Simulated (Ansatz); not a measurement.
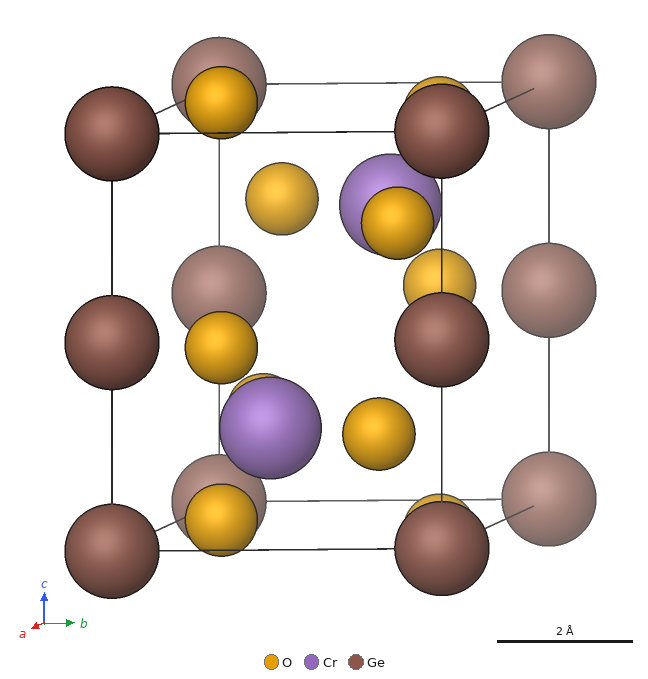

We look at a spheres-only model of the crystal slightly off an axis. One simulation cell is framed, with atoms on its boundary repeated.

```
CELL_PARAMETERS angstrom
2.74995 4.07460 0.00000
2.74995 -4.07460 0.00000
0.00000 0.00000 -6.28886
ATOMIC_POSITIONS crystal
O 0.25030 0.74970 0.95660
O 0.74970 0.25030 0.45660
O 0.74970 0.25030 0.04340
O 0.25030 0.74970 0.54340
Cr 0.36258 0.63742 0.75000
Cr 0.63742 0.36258 0.25000
O 0.73800 0.78060 0.75000
O 0.26200 0.21940 0.25000
O 0.78060 0.73800 0.25000
O 0.21940 0.26200 0.75000
Ge 0.00000 0.00000 0.00000
Ge 0.00000 0.00000 0.50000
```

All computed values are from Ansatz 0.2.0, DFT, PAW plane waves, r2SCAN. Settings: 500 eV cutoff, a 7×7×5 grid in reciprocal space, Fermi-Dirac smearing of 0.1 eV, no spin polarisation (a spin-restricted run, not always the ground state). The pressure of the cell is 12 GPa.

What are the atomic charges by Bader's partition?

Answer. Cr +2.07 e; Ge +1.95 e; O -1.10 to -0.92 e.

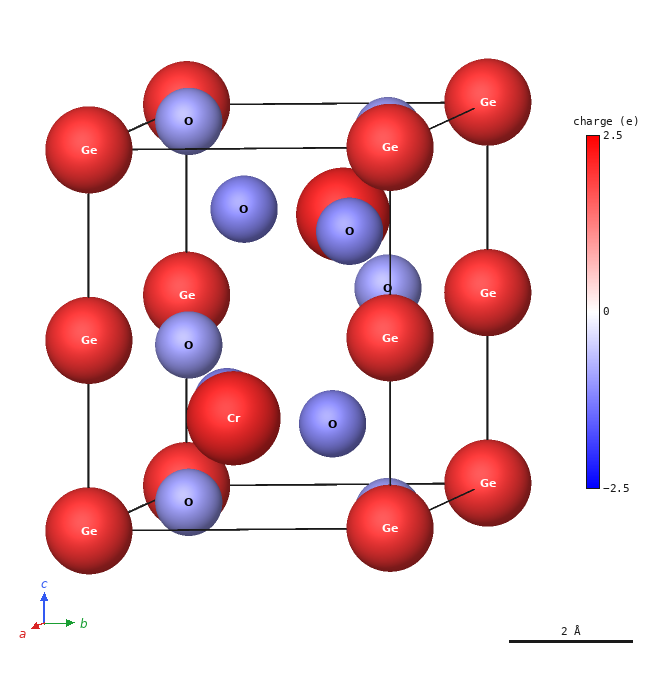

The atoms coloured by those charges.

Shown is a generated cell, made by putting these elements into a known structure type (the compound may or may not exist in this form), as it stood before any relaxation. A calculation with Ansatz used it as input.

At this level of theory the cell isn't at rest (compressed, at 12 GPa and forces up to 2.7 eV/Å), so its distances can differ from those at equilibrium, the more so the softer the solid.
